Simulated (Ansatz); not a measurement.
**Fields on a plane of NiSi2 (fluorite type, space group Fm-3m)**

```yaml
crystal:
  lattice:
    - [0.00000, 2.69495, 2.69495]
    - [2.69495, 0.00000, 2.69495]
    - [2.69495, 2.69495, 0.00000]
  atoms:
    - { symbol: Ni, position: [0.00000, 0.00000, 0.00000] }
    - { symbol: Si, position: [0.25000, 0.25000, 0.25000] }
    - { symbol: Si, position: [0.75000, 0.75000, 0.75000] }
```

The slice is a {111} plane (indices of the conventional cell) through the point (0.000, 0.000, 0.000) (fractional), spanned by u = [100] and v = [-1 2 0] in vectors of this cell: u (3.81 Å) and v (6.60 Å, at 90° to u). It covers one period; positions are fractions (u, v).

Atoms on it: Ni at (0.00, 0.00); Ni at (0.50, 0.50). Other atoms lie within 1 Å of the plane.

Level of theory: PBEsol (plane waves to 420 eV, PAW, scalar-relativistic; Ansatz, a quantum-chemistry and plane-wave program). k mesh 15×15×15. Inside the PAW spheres the values are not all-electron values, and peaks at nuclei hang on which shells count as valence. NiSi2 is run without spin polarisation. NiSi2 was relaxed with its symmetry unable to fall.

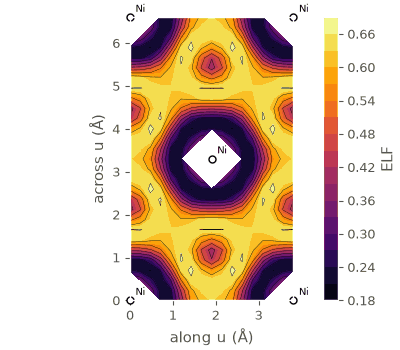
Fig. 1. Electron localisation function (ELF), one period of the plane, atoms marked. Points within 0.5 Å of a nucleus are left white, as the pseudised field means little there.

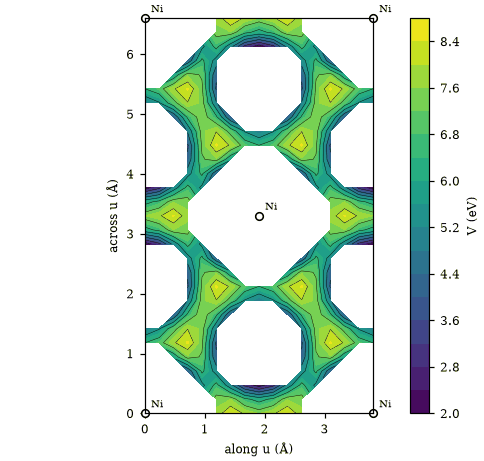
Figure: Electrostatic potential energy of an electron, from the cell's mean, in eV, one period of the plane, atoms marked. Points within 1 Å of a nucleus are left white, as the pseudised field means little there. The zero, the cell's mean, hangs on the PAW cores.
